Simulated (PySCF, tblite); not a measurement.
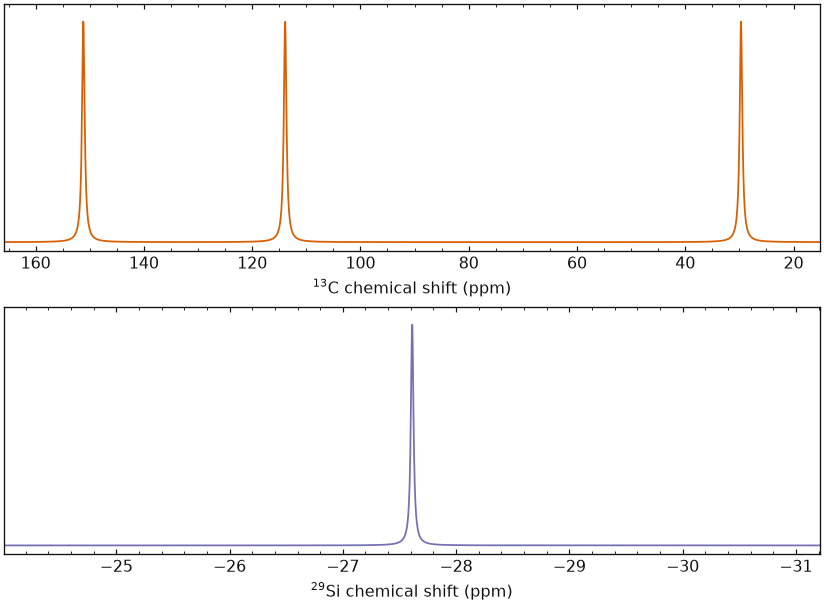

GIAO shifts, PBE0/pcSseg-1, PySCF 2.14.0, at a GFN2-xTB geometry (a minimum by its frequencies), against TMS for ¹³C and TMS for ²⁹Si computed at the same level. Gas phase, fully decoupled, line heights follow the number of nuclei, widths are arbitrary (no quadrupolar broadening); values of one conformer, averaged over nuclei that symmetry, rotation about single bonds or inversion at nitrogen exchange, these motions taken as fast; other conformers aren't averaged in.

**Which structure fits the spectrum?**
A. C₂H₈N₂Si₂, SMILES N#C[C@H]([SiH3])[SiH2]N
B. C₃H₉NSSi, SMILES C=C(C)S[SiH2]N
C. C₆H₇FN₂Si, SMILES C[SiH2]/C(C#N)=C(\C#N)CF
D. C₂H₈F₃NSi₂, SMILES CN([SiH3])C[Si](F)(F)F

B. Its ¹³C signals: 151.2 (1 C), 113.9 (1 C), 29.7 (1 C) ppm. Its ²⁹Si signals: −27.6 (1 Si) ppm.

Caveats: the tight-binding geometry is rougher than a DFT one and adds to the error.
